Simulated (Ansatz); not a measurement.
**Phonons of Mg (P6_3/mmc, 2 atoms in the cell) against volume**

Wanted: Grüneisen parameters and pressure coefficients of the modes of Mg (P6_3/mmc, 2 atoms in the cell).

Calculated with Ansatz 0.2.0; DFT LDA, scalar-relativistic, plane waves, PAW; PAW set soft_1.

The experiments to compare with:

“Theoretical and Experimental Research of Hydrogen Solid Solution in Mg and Mg-Al System” (2022, pmc:8911465) quotes from earlier work for Mg, hcp (bulk crystal): lattice constant c (c, literature experimental value) 5.213 Å [literature experimental value quoted for comparison; measurement temperature not stated].

## (1) The structure

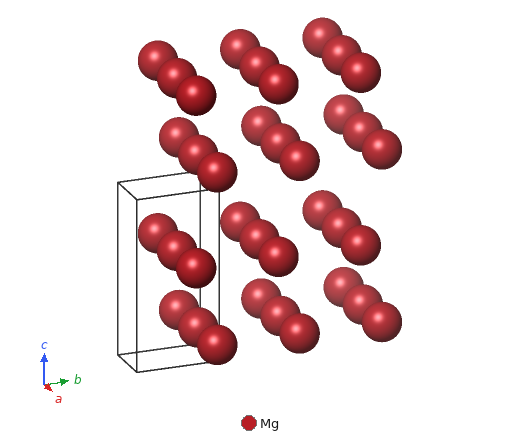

Start, viewed slightly off an axis; magnesium red. 3×3×2 cells are drawn.

As a file:

```cif
data_structure
_symmetry_space_group_name_H-M 'P6_3/mmc'
_symmetry_Int_Tables_number 194
_cell_length_a 3.2093
_cell_length_b 3.2093
_cell_length_c 5.2103
_cell_angle_alpha 90.000
_cell_angle_beta 90.000
_cell_angle_gamma 120.000
_cell_volume 46.47
loop_
_atom_site_label
_atom_site_type_symbol
_atom_site_symmetry_multiplicity
_atom_site_Wyckoff_symbol
_atom_site_fract_x
_atom_site_fract_y
_atom_site_fract_z
_atom_site_occupancy
Mg1 Mg 2 c 0.33333 0.66667 0.25000 1
```

## (2) Relaxation

Harmonic phonons are second derivatives at a point where the forces vanish, and they are wanted at zero stress, so atoms and cell are relaxed first.

input.yaml

```yaml
crystal:
  lattice:
    - [3.2093, 0.0, 0.0]
    - [-1.60465, 2.7793353284, 0.0]
    - [0.0, 0.0, 5.2103]
  atoms:
    - { symbol: Mg, position: [0.33333333, 0.66666667, 0.25] }
    - { symbol: Mg, position: [0.66666667, 0.33333333, 0.75] }
kpoints:
  mp_grid: { grid: [15, 15, 8] }
hamiltonian:
  xc: lda
  pseudopotentials: { kind: paw, azcp: { folder: soft_1 }, xc_functional: pbe }
scf:
  occupations: { method: gaussian, width: 0.1 }
output:
  forces: true
  stress: true
  eigenvalues: true
relax:
  adjacent_minimum: "off"
  f_tol: 0.005
  max_steps: 80
  cell: { stress_tol: 0.05 }
```

Launch:

```console
> ansatz run input.yaml --threads 4 --pin off --max-ram 10240MiB --backend cpu --events-out ev --progress --plain --runs-dir out
```

Numbers of over 12 decimals in the logs are rounded to 6 here.

Output:

```text
Engine: ansatz 0.2.0, aarch64-unknown-linux-gnu
Pseudopotentials: kind: paw
Pseudopotential: Mg, paw, valence charge 10, recommended cutoff 420 eV (normal), soft_1/Mg.paw.azcp
Functional definition: SPW92
  exchange = slater_x
  correlation = pw_c
Crystal: 2 atoms, lattice volume = 46.474 Å³
Basis set: ecut = 420 eV, 941 PW (Γ)
Bands: 14, of which v1, the nominal top of the filled ones, is band 10 counted from 1 (9 counted from 0)
Symmetry: 24 space group operations
Space group: P63/mmc (ITA 194), of the structure as read, at distance tolerance 3.6e-5 Å
k-points: 135 of 1800
Non-local potential: Mg, projectors of the file, l = 0: 3, l = 1: 2, l = 2: 1
PAW form: soft (Blöchl's): semilocal exchange-correlation on the pseudo side does not see the compensation charge
PAW frozen core: Mg, regenerated for the run's functional, and the local potential with it (the file was generated under x = pbe(κ = 0.804, μ = 0.219515), c = pbe(β = 0.066725))
PAW one-centre angular grid: Mg, 110 points (default); XC on 64 Gauss nodes
Initial density: superposition of atomic densities (chi_scale 0.1, normalization cell)
Initial wavefunctions: pseudopotential atomic-orbital guess
Functional: x = slater, c = lda
SCF iter   1: F=—  HF=-3803.228599 eV  |F-HF|=—  |Δ(HF+E_count)|=         —  Δρ=1.42e-2  dr2=1.10e-1  ethr=3.10e-3  ⟨swp⟩=5.2  Hψ=9884  notcnv=0
preconditioner: auto → none  [metal: Δε(μ)=0.056 eV  Ē_g=6.839 eV  σ=0.100 eV  W_gap=0.30  n_scr=8 (ndim 8)  ℏωp=10.9 eV  f_vac=0.000  D(μ)=1.04/eV (n_scr^D=2)  sad-step TF]
SCF iter   2: F=—  HF=-3803.201224 eV  |F-HF|=—  |Δ(HF+E_count)|=   2.74e-2  Δρ=9.04e-3  dr2=5.13e-2  ethr=5.48e-4  ⟨swp⟩=2.0  Hψ=3414  notcnv=0  defer=1
SCF iter   3: F=—  HF=-3803.182050 eV  |F-HF|=—  |Δ(HF+E_count)|=   1.92e-2  Δρ=9.01e-4  dr2=5.12e-4  ethr=2.56e-4  ⟨swp⟩=3.0  Hψ=3335  notcnv=0  defer=1
SCF iter   4: F=—  HF=-3803.182024 eV  |F-HF|=—  |Δ(HF+E_count)|=   2.61e-5  Δρ=1.20e-4  dr2=1.71e-6  ethr=2.56e-6  ⟨swp⟩=3.0  Hψ=3276  notcnv=0  defer=1
SCF iter   5: F=—  HF=-3803.182032 eV  |F-HF|=—  |Δ(HF+E_count)|=   7.42e-6  Δρ=3.10e-6  dr2=2.70e-9  ethr=5.00e-10  ⟨swp⟩=7.0  Hψ=9492  notcnv=0
SCF iter   6: F=-3803.182032 eV  HF=-3803.182032 eV  |F-HF|=2.73e-12  |Δ(HF+E_count)|=   6.34e-9  Δρ=1.06e-7  dr2=2.67e-12  ethr=1.35e-11  ⟨swp⟩=1.2  Hψ=5713  notcnv=0
SCF 1 converged in 6 iterations: F = -3803.182032 eV  dr2 = 2.67e-12
  greatest PAW one-centre occupation: 1.000 electrons in one spin orbital (limit 2), on the Mg atom at site 1 (counted from 0), in its partial waves of l = 0
relax step   1: F+E_penalty+E_count = -3803.18203174 eV  Δ(F+E_penalty+E_count) = +0.000e0 eV  max|allowed force component| = 2.313e-17 eV/Å  Δτ_max = 0.0000 Å  P = -2.496 GPa  Ω = 46.474 Å³  (6 SCF iters, dr2 threshold 1.00e-7 eV, accepted)
Crystal: 2 atoms, lattice volume = 43.893 Å³
Basis set: ecut = 420 eV, 845 PW (Γ)
Initial density: handed on by an earlier stage of this run
Initial wavefunctions: those handed on with the density
iter 1 solved again at ethr=1.13e-6 eV; its pass at ethr=3.10e-3 eV (dr2=2.26e-4 eV) is discarded
SCF iter   1: F=—  HF=-3803.209062 eV  |F-HF|=—  |Δ(HF+E_count)|=         —  Δρ=7.67e-4  dr2=2.28e-4  ethr=1.13e-6  ⟨swp⟩=2.6  Hψ=15023  notcnv=0
preconditioner: auto → none  [metal: Δε(μ)=0.018 eV  Ē_g=7.069 eV  σ=0.100 eV  W_gap=0.10  n_scr=8 (ndim 8)  ℏωp=11.2 eV  f_vac=0.000  D(μ)=0.94/eV (n_scr^D=2)]
SCF iter   2: F=—  HF=-3803.208847 eV  |F-HF|=—  |Δ(HF+E_count)|=   2.14e-4  Δρ=3.43e-4  dr2=4.57e-5  ethr=1.13e-6  ⟨swp⟩=1.0  Hψ=1890  notcnv=0
SCF iter   3: F=—  HF=-3803.208782 eV  |F-HF|=—  |Δ(HF+E_count)|=   6.54e-5  Δρ=2.07e-5  dr2=8.95e-8  ethr=1.00e-9  ⟨swp⟩=5.3  Hψ=10332  notcnv=0
SCF iter   4: F=-3803.208782 eV  HF=-3803.208782 eV  |F-HF|=7.93e-10  |Δ(HF+E_count)|=   8.62e-8  Δρ=1.55e-6  dr2=5.93e-10  ethr=4.48e-10  ⟨swp⟩=2.1  Hψ=6777  notcnv=0
SCF 2 converged in 4 iterations: F = -3803.208782 eV  dr2 = 5.93e-10
  greatest PAW one-centre occupation: 1.000 electrons in one spin orbital (limit 2), on the Mg atom at site 1 (counted from 0), in its partial waves of l = 1
relax step   2: F+E_penalty+E_count = -3803.20878196 eV  Δ(F+E_penalty+E_count) = -2.675e-2 eV  max|allowed force component| = 3.932e-17 eV/Å  Δτ_max = 0.0000 Å  P = -0.610 GPa  Ω = 43.893 Å³  energy of the carried Pulay correction = +1.008e-4 eV  (4 SCF iters, dr2 threshold 2.00e-7 eV, accepted)
Crystal: 2 atoms, lattice volume = 43.104 Å³
iter 1 solved again at ethr=1.83e-7 eV; its pass at ethr=3.10e-3 eV (dr2=3.65e-5 eV) is discarded
SCF iter   1: F=—  HF=-3803.210358 eV  |F-HF|=—  |Δ(HF+E_count)|=         —  Δρ=2.87e-4  dr2=3.35e-5  ethr=1.83e-7  ⟨swp⟩=2.9  Hψ=14533  notcnv=0
preconditioner: auto → none  [metal: Δε(μ)=0.034 eV  Ē_g=7.143 eV  σ=0.100 eV  W_gap=0.19  n_scr=8 (ndim 8)  ℏωp=11.3 eV  f_vac=0.000  D(μ)=0.94/eV (n_scr^D=2)]
SCF iter   2: F=—  HF=-3803.210331 eV  |F-HF|=—  |Δ(HF+E_count)|=   2.66e-5  Δρ=1.28e-4  dr2=6.59e-6  ethr=1.67e-7  ⟨swp⟩=1.0  Hψ=1890  notcnv=0
SCF iter   3: F=-3803.210323 eV  HF=-3803.210323 eV  |F-HF|=1.03e-8  |Δ(HF+E_count)|=   7.87e-6  Δρ=6.51e-6  dr2=8.63e-9  ethr=1.00e-9  ⟨swp⟩=4.5  Hψ=9536  notcnv=0
SCF 3 converged in 3 iterations: F = -3803.210323 eV  dr2 = 8.63e-9
relax step   3: F+E_penalty+E_count = -3803.21032311 eV  Δ(F+E_penalty+E_count) = -1.541e-3 eV  max|allowed force component| = 4.395e-17 eV/Å  Δτ_max = 0.0000 Å  P = +0.093 GPa  Ω = 43.104 Å³  energy of the carried Pulay correction = +1.332e-4 eV  (3 SCF iters, dr2 threshold 2.00e-7 eV, accepted)
[...]
relax step   4: F+E_penalty+E_count = -3803.21034811 eV  Δ(F+E_penalty+E_count) = -2.501e-5 eV  max|allowed force component| = 4.857e-17 eV/Å  Δτ_max = 0.0000 Å  P = +0.000 GPa  Ω = 43.204 Å³  energy of the carried Pulay correction = +1.291e-4 eV  (3 SCF iters, dr2 threshold 2.21e-8 eV, accepted)
Initial wavefunctions: pseudopotential atomic-orbital guess (no wavefunctions were taken with the density)
iter 1 solved again at ethr=1.76e-8 eV; its pass at ethr=3.10e-3 eV (dr2=3.51e-6 eV) is discarded
SCF iter   1: F=—  HF=-3803.210232 eV  |F-HF|=—  |Δ(HF+E_count)|=         —  Δρ=2.15e-5  dr2=3.28e-8  ethr=1.76e-8  ⟨swp⟩=3.5  Hψ=15905  notcnv=0
SCF iter   2: F=—  HF=-3803.210230 eV  |F-HF|=—  |Δ(HF+E_count)|=   1.90e-6  Δρ=8.65e-6  dr2=4.52e-9  ethr=1.64e-10  ⟨swp⟩=2.0  Hψ=3072  notcnv=0
SCF iter   3: F=—  HF=-3803.210230 eV  |F-HF|=—  |Δ(HF+E_count)|=   7.13e-9  Δρ=1.96e-6  dr2=2.25e-10  ethr=2.26e-11  ⟨swp⟩=2.8  Hψ=3438  notcnv=0
SCF iter   4: F=-3803.210230 eV  HF=-3803.210230 eV  |F-HF|=1.36e-12  |Δ(HF+E_count)|=  6.13e-10  Δρ=5.73e-8  dr2=5.63e-13  ethr=1.00e-12  ⟨swp⟩=6.4  Hψ=7864  notcnv=0
SCF 5 converged in 4 iterations: F = -3803.210230 eV  dr2 = 5.63e-13
relax step   5: F+E_penalty+E_count = -3803.21023036 eV  Δ(F+E_penalty+E_count) = +1.178e-4 eV  max|allowed force component| = 5.089e-17 eV/Å  Δτ_max = 0.0000 Å  P = +0.000 GPa  Ω = 43.204 Å³  stress off target by 8.09e-3 GPa  SCF on the basis re-selected at this cell (its energy is not comparable with the rows above)  (4 SCF iters)
basis re-selected at this cell: Δ(F+E_penalty+E_count) = +1.178e-4 eV, ΔP = -0.000 GPa vs the last step (what re-selecting the basis moved, of the pressure what is left beyond the Pulay correction that the steps carried, after the strain that the cell walked since its last selection, with what the two solves' SCF thresholds leave and, on support functions, any second-order correction that the steps lacked; it is no m [...]
SCF converged after 4 iterations
Free energy (F): -3803.210230 eV
Harris-Foulkes:  -3803.210230 eV  (|F-HF|=1.36e-12)
Internal energy: -3803.205522 eV  (E = F + TS)
E sigma→0 (E₀):  -3803.207876 eV
Entropy (-TS):   -0.004708 eV (-2.354 meV/atom)
Fermi energy:    5.919534 eV
--- Per-component energies (eV) ---
  E_band       = -706.072037
  E_kinetic    = 139.861652
  E_local      = -3378.981455  (includes V_loc(G=0)·N_el)
  E_nonlocal   = 392.052041
  E_hartree    = 1148.736585
  E_xc         = -52.022775
  E_vxc        = -67.581549  (∫ρ·V_xc dr)
  E_paw        = -559.958242  (= ΣΔE_a)
  E_vpaw       = -88.895641  (= ΣTr[D̂ρ^β])
  E_aug_tail   = -0.000266  (compensation charges beyond the density's cutoff)
  E_ewald      = -1493.194022
  E_core_change = 0.300959  (= ΣΔE_core)
  E_smearing   = -0.004708  (= −TS)
  E_closure    = 0.000000  (closes the sum)
  Σ components = -3803.210230   (vs F -3803.210230, Δ=0.00e0)
--- Forces (eV/Å), atoms counted from 1 ---
  atom   1  Mg     0.00000000     0.00000000     0.00000000
  atom   2  Mg    -0.00000000    -0.00000000     0.00000000
  max |Σ_I F_I| component: 0.00e0 eV/Å
--- Stress (GPa, compression-positive) ---
        0.004409      -0.000000       0.000000
        0.000000       0.004409       0.000000
        0.000000       0.000000      -0.008087
  P = ⅓ Tr σ = 0.0002 GPa (0.002 kbar)
--- Band table (eV; the first three rows and the last of 135) ---
  k-point 0: bands = [... 6 lower, -36.7405, -36.7405, -1.2589, 4.2543, 4.7808, 17.0092, 17.0092, 17.1428]
  k-point 1: bands = [... 6 lower, -36.7408, -36.7408, -1.1658, 3.1711, 6.0215, 17.0808, 17.0808, 17.2027]
  k-point 2: bands = [... 6 lower, -36.7415, -36.7415, -0.8871, 2.0237, 7.6413, 15.4580, 17.2868, 17.2868]
  k-point 134: bands = [... 6 lower, -36.7486, -36.7486, 6.0894, 6.0894, 6.5852, 6.5852, 7.5060, 7.5060]
--- Relaxed structure (4 steps of the walk, 4 accepted, 1 SCFs on fresh bases) ---
  F+E_penalty+E_count = -3803.21023036 eV   max|allowed force component| = 5.089e-17 eV/Å   (the final SCF, on the basis selected at the relaxed cell)
  cell:  # Å, volume = 43.2040 Å³
    - [3.146573, 0.0, 0.0]
    - [-1.573286, 2.725012, 0.0]
    - [0.0, 0.0, 5.038689]
  atoms:
    - { symbol: Mg, position: [0.333333, 0.666667, 0.25] }
    - { symbol: Mg, position: [0.666667, 0.333333, 0.750000] }
```

Elapsed: 5.3 s, on 4 threads of Arm Neoverse V1, shared host; peak memory 0.36 GiB; 20 s of CPU time.

Step by step:

```tsv
step	energy less that of the first step (eV)	largest force component (eV/Å)	pressure (GPa)	volume (Å³)
1	0.0000	0.0000	-2.50	46.47
2	-0.0267	0.0000	-0.61	43.89
3	-0.0283	0.0000	0.09	43.10
4	-0.0283	0.0000	0.00	43.20
5*	-0.0282	0.0000	0.00	43.20
```

Relaxation steps marked * repeat the geometry before them on a plane-wave basis chosen anew for their cell, so energy and pressure can jump there.

Forces are held to the 24 operations that the run works with; a distortion that breaks them can't arise in this run.

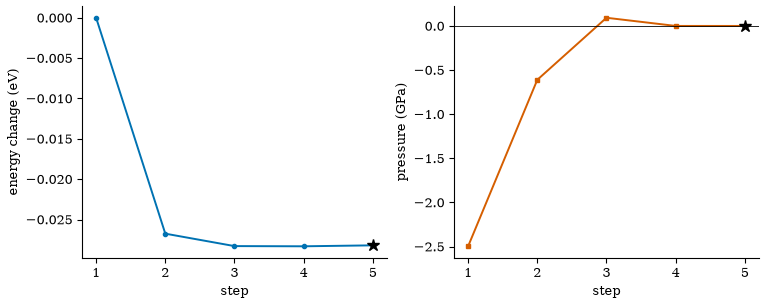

Energy and pressure along the relaxation. Stars mark steps on a basis chosen anew.

```tsv
conventional cell, symmetrised	before	after	change
a (Å)	3.209	3.147	-2.0 %
b (Å)	3.209	3.147	-2.0 %
c (Å)	5.210	5.039	-3.3 %
volume (Å³/atom)	23.24	21.60	-7.0 %
```

Final coordinates:

```xyz
2
Lattice="3.1466 0.0000 0.0000 -1.5733 2.7250 0.0000 0.0000 0.0000 5.0387" Properties=species:S:1:pos:R:3 pbc="T T T"
Mg    0.0000    1.8167    1.2597
Mg    1.5733    0.9083    3.7790
```

This step gave:

* pressure: 2.44e-4 GPa
* volume per atom: 21.60 Å³
* gap on the k-mesh: 0 eV

In this step the volume went from 23.24 to 21.60 Å³/atom.

## (3) Tight relaxation

Phonons need small forces and stress, so the relaxation is finished with tight tolerances on 15×15×8 k points.

input.yaml, the sections that differ from step 2:

```yaml
crystal:
  lattice:
    - [3.1465729439, 0.0, 0.0]
    - [-1.573286472, 2.7250121043, 0.0]
    - [0.0, 0.0, 5.0386890166]
  atoms:
    - { symbol: Mg, position: [0.3333333333, 0.6666666667, 0.25] }
    - { symbol: Mg, position: [0.6666666667, 0.3333333333, 0.75] }
scf:
  occupations: { method: methfessel_paxton, width: 0.2 }
output:
  forces: true
  stress: true
  eigenvalues: true
  write_density: true
  write_potential: true
  elf: true
  volumetric_format: npy
relax:
  adjacent_minimum: "off"
  f_tol: 0.001
  max_steps: 60
  cell: { stress_tol: 0.01 }
# kpoints, hamiltonian: as in step 2
```

Output:

```text
[...]
Crystal: 2 atoms, lattice volume = 43.204 Å³
Basis set: ecut = 420 eV, 845 PW (Γ)
Bands: 14, of which v1, the nominal top of the filled ones, is band 10 counted from 1 (9 counted from 0)
Symmetry: 24 space group operations
[...]
k-points: 135 of 1800
[...]
k-point 134: bands = [... 6 lower, -36.7480, -36.7480, 6.0847, 6.0847, 6.5835, 6.5835, 7.4992, 7.4992]
--- Relaxed structure (3 steps of the walk, 3 accepted, 1 SCFs on fresh bases) ---
[...]
cell:  # Å, volume = 43.2010 Å³
    - [3.148685, 2.8886837451294494e-11, 0.0]
    - [-1.574342, 2.726841, 0.0]
    - [0.0, 0.0, 5.031584]
  atoms:
    - { symbol: Mg, position: [0.333333, 0.666667, 0.25] }
    - { symbol: Mg, position: [0.666667, 0.333333, 0.750000] }
[key lines of the parts left out:]
SCF converged after 4 iterations
Free energy (F): -3803.208489 eV
Fermi energy:    5.916512 eV
P = ⅓ Tr σ = -0.0013 GPa (-0.013 kbar)
```

Wall time 4.2 s (4 threads); peak memory 0.36 GiB.

The steps of the relaxation:

```tsv
step	energy less that of the first step (eV)	largest force component (eV/Å)	pressure (GPa)	volume (Å³)
1	0.0000	0.0000	-0.01	43.20
2	0.0000	0.0000	0.00	43.20
3	0.0000	0.0000	0.00	43.20
4*	0.0000	0.0000	0.00	43.20
```

Relaxation steps marked * repeat the geometry before them on a plane-wave basis chosen anew for their cell, so energy and pressure can jump there.

Forces are held to the 24 operations that the run works with; a distortion that breaks them can't arise in this run.

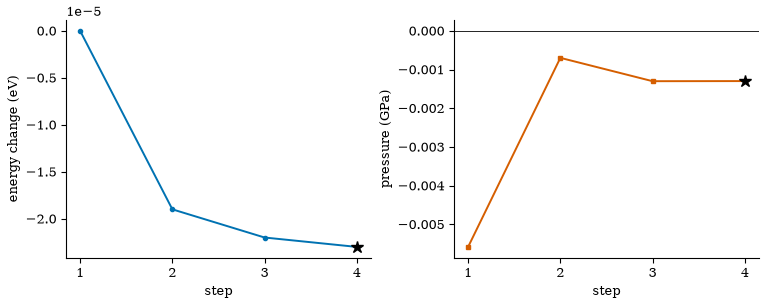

Energy and pressure along the relaxation. Stars mark steps on a basis chosen anew.

```tsv
conventional cell, symmetrised	before	after	change
a (Å)	3.147	3.149	+0.1 %
b (Å)	3.147	3.149	+0.1 %
c (Å)	5.039	5.032	-0.1 %
volume (Å³/atom)	21.60	21.60	-0.0 %
```

The relaxed structure:

```xyz
2
Lattice="3.1487 0.0000 0.0000 -1.5743 2.7268 0.0000 0.0000 0.0000 5.0316" Properties=species:S:1:pos:R:3 pbc="T T T"
Mg    0.0000    1.8179    1.2579
Mg    1.5743    0.9089    3.7737
```

This step gave:

```yaml
pressure: -0.001299 GPa
```

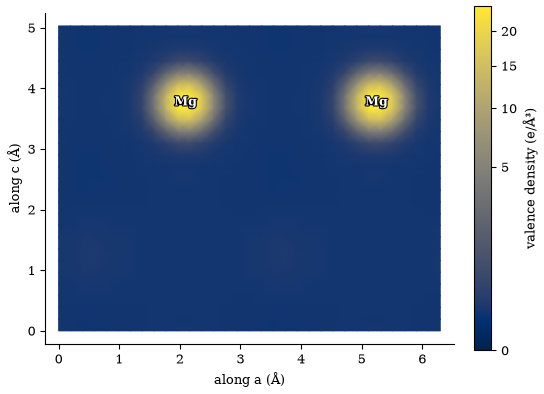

Valence density in the ac plane at fractional y = 0.333, with atoms of Mg within 0.2 Å of it. It is the smooth field of the valence electrons, not physical close to the nuclei. The colour scale is stretched toward low values.

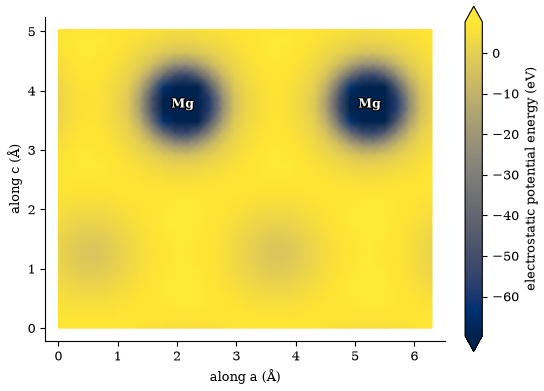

Electrostatic potential energy in the ac plane at fractional y = 0.333, with atoms of Mg within 0.2 Å of it. With pseudopotentials it is smooth inside the atoms' cores, unlike the true potential.

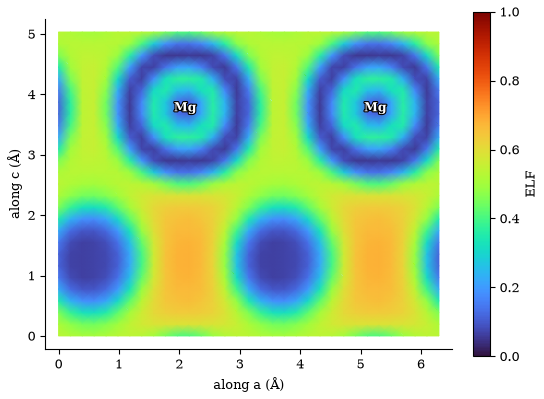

ELF in the ac plane at fractional y = 0.333, with atoms of Mg within 0.2 Å of it. It is the smooth field of the valence electrons, not physical close to the nuclei.

The forces vanish by symmetry and the pressure is -0.001 GPa, within the tolerances set. The cell now holds 21.60 Å³/atom.

(Part 1 of 2 ends here.)

[Logs are printed without paths, hosts, clocks, repeated set-up lines and the standing remarks that a program may print on its own settings, such as how far it seeks lower states.]

[Hosts, paths, dates, database ids (printed as entryN), source tags and the programs' standing remarks are cut or masked in the printed files.]
